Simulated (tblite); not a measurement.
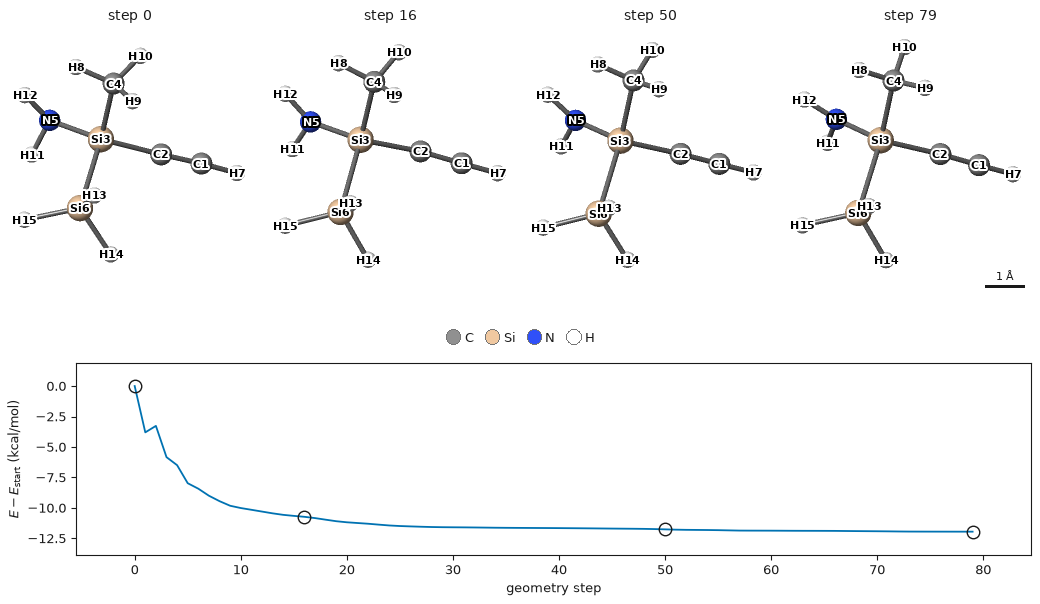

Frames of a relaxation of C$_{3}$H$_{9}$NSi$_{2}$, marked on the history of the run. Style: ball-and-stick. Shown at a tilt.

The calculation used tblite 0.8.0, GFN2-xTB geometry optimisation, gas phase. 

**Describe the path.**

The energy falls by 12.0 kcal/mol in 79 geometry steps. H11 moves most after the best rigid fit: 0.63 Å. By element the largest moves are H 0.63 Å, N 0.18 Å, Si 0.17 Å, C 0.12 Å. Some distances before and after: Si3–Si6 2.240 → 2.325 Å, C2–Si3 1.808 → 1.861 Å, Si3–N5 1.788 → 1.735 Å, C4–H9 1.134 → 1.086 Å. Bond angles that change, for instance: Si3–N5–H11 107.8° → 119.4°, C2–Si3–N5 113.3° → 103.3°, Si3–N5–H12 109.6° → 119.4°. Groups turn about Si3–C4 by about 25°, Si3–N5 by about 20°. From step 0 to 16: H13 moves most (0.23 Å), energy −10.7 kcal/mol. From step 16 to 50: H11 moves most (0.26 Å), energy −1.03 kcal/mol. From step 50 to 79: H8 moves most (0.24 Å), energy −0.19 kcal/mol.

```tsv
step	E − E(0), kcal/mol
0	0.00
1	-3.80
2	-3.27
3	-5.83
4	-6.49
5	-7.97
6	-8.42
7	-9.00
8	-9.45
9	-9.82
10	-10.01
14	-10.57
17	-10.84
21	-11.24
25	-11.49
28	-11.57
32	-11.61
35	-11.63
39	-11.65
43	-11.68
46	-11.70
50	-11.76
54	-11.82
57	-11.86
61	-11.87
64	-11.88
68	-11.90
72	-11.93
75	-11.95
79	-11.95
```
